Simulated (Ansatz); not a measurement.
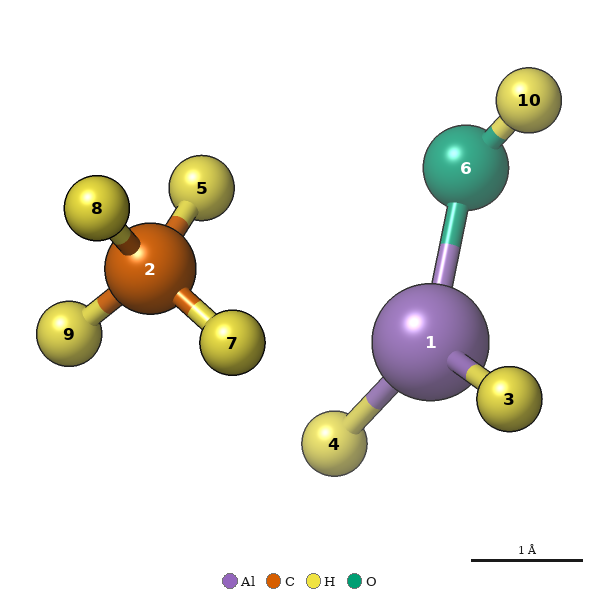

Orthographic view. Depth is shown by fading: the farther an atom, the more it takes the colour of the background. Computed geometry: PBE0-D4/def2-TZVP optimisation.

List the bonded neighbours of every atom.

Al1: H3, H4, O6
C2: H5, H7, H8, H9
H3: Al1
H4: Al1
H5: C2
O6: Al1, H10
H7: C2
H8: C2
H9: C2
H10: O6
